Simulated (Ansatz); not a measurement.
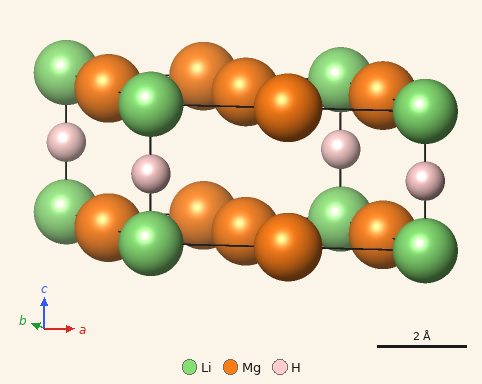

Shown here is a spheres-only view of the crystal, taken slightly off an axis. Lines trace the edges of the simulation cell.

Full input:
```yaml
crystal:
  lattice:
    - [6.3272275865, 0.0, 0.0]
    - [-3.1636137933, 5.4795398254, 0.0]
    - [0.0, 0.0, 3.1574150652]
  atoms:
    - { symbol: Li, position: [0.0, 0.0, 0.0] }
    - { symbol: Mg, position: [0.5, 0.0, 0.0] }
    - { symbol: Mg, position: [0.0, 0.5, 0.0] }
    - { symbol: Mg, position: [0.5, 0.5, 0.0] }
    - { symbol: H, position: [0.0, 0.0, 0.5] }
basis:
  ecutwfc: 420
kpoints:
  mp_grid: { grid: [9, 9, 12] }
  band_path:
    path:
      - [[0.0, 0.0, 0.0], [0.5, 0.0, 0.0], [0.33333333, 0.33333333, 0.0], [0.0, 0.0, 0.0], [0.0, 0.0, 0.5], [0.5, 0.0, 0.5], [0.33333333, 0.33333333, 0.5], [0.0, 0.0, 0.5]]
      - [[0.5, 0.0, 0.5], [0.5, 0.0, 0.0]]
      - [[0.33333333, 0.33333333, 0.5], [0.33333333, 0.33333333, 0.0]]
    npoints: 14
hamiltonian:
  xc: pbe
scf:
  occupations: { method: gaussian, width: 0.1 }
  n_extra_bands: 12
output:
  forces: true
  stress: true
  eigenvalues: true
  populations: true
  dos: { projected: true, de: 0.02, nscf_kmesh: { grid: [11, 11, 15] } }
  bader: true
  write_density: true
  write_potential: true
  elf: true
  volumetric_format: npy
```
Run as:
```sh
ansatz run input.yaml --threads 1 --pin off --max-ram 2048MiB --backend cpu --events-out ev --progress --plain --runs-dir out
```

All computed values are from DFT PBE, scalar-relativistic, plane waves, PAW in Ansatz. Settings: cutoff 420 eV, k-points on a 9×9×12 grid, Gaussian smearing of 0.1 eV, no spin polarisation.

Question: State the Bader charges by element.

Answer: Li +0.83 e; Mg +0.01 e; H -0.87 e.

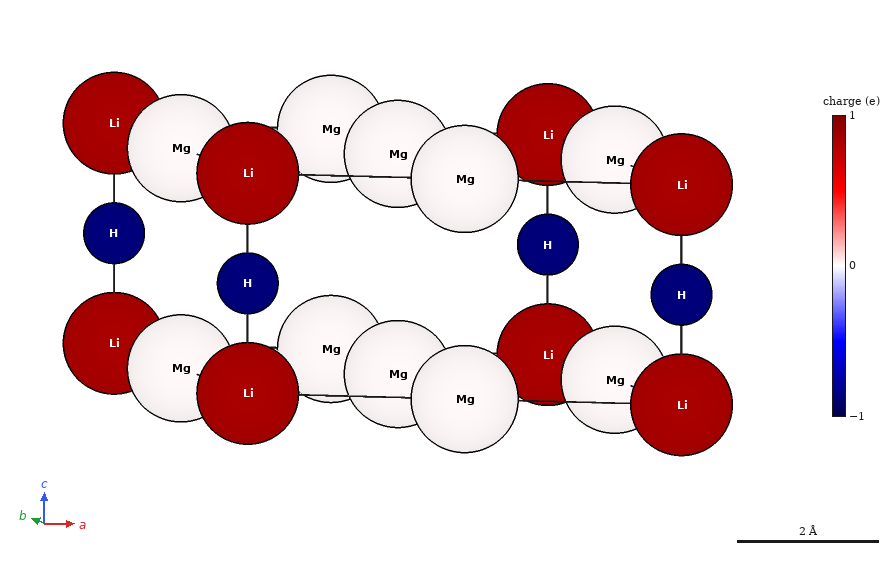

The atoms coloured by those charges.

Its origin is a random cell made by a generator, so it need not be a real form of the compound. Earlier steps of the study may have refined or changed the cell and positions. It was run through Ansatz as a DFT input.
